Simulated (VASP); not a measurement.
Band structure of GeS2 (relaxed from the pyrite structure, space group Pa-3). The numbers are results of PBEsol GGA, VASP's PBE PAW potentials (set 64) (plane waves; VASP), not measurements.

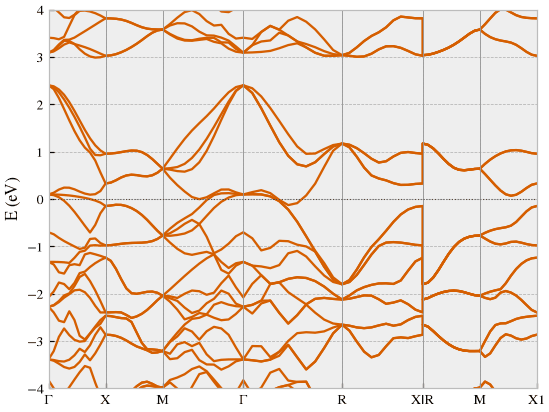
Figure. Bands along high-symmetry lines, zero at the valence-band maximum or, without a gap, the Fermi level

Question: Read the plot: is there a gap, and where are the band edges?

Answer: It has no gap at this level: it comes out as a metal or semimetal. (Edges off the drawn lines would not show.)

The structure was generated: GeS2 was put into the pyrite type (Pa-3), which need not be its known phase. It was relaxed first, which changed the volume by +20 %.
